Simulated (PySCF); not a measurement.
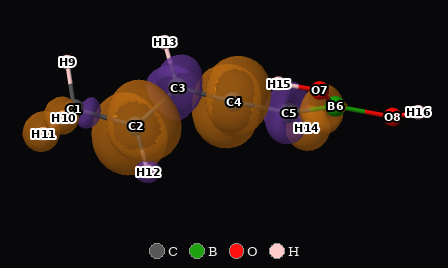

*C5H8BO2 (SMILES C[CH]C=C=CB(O)O) (doublet). Isosurfaces of the spin density (α minus β) at +0.02 (orange) and −0.02 e/Å³ (purple), seen from one side.*

Geometry: GFN2-xTB.

These are results of UKS B3LYP, pcH-1 on B C H O, non-relativistic, mean-field spin-orbit, GIAO (PySCF), not measurements.

```xyz
16

C    -3.1552    0.5630    0.2757
C    -1.8415   -0.1280    0.2618
C    -0.8589    0.1297   -0.6707
C     0.3298   -0.4961   -0.7469
C     1.5401   -0.9560   -0.7179
B     2.7134   -0.2764    0.0947
O     2.5231    0.8241    0.8725
O     3.9472   -0.8133    0.0110
H    -3.2252    1.2926   -0.5283
H    -3.3148    1.0747    1.2280
H    -3.9695   -0.1569    0.1647
H    -1.6630   -0.8706    1.0248
H    -1.0670    0.8701   -1.4379
H     1.7985   -1.8527   -1.2729
H     1.6275    1.1580    0.8999
H     4.6079   -0.3532    0.5301
```

**Where is the unpaired spin?**

The unpaired spin (1 electron) lies mostly on C2 (about 0.4) and C4 (about 0.4), in electrons by Hirshfeld's partition.
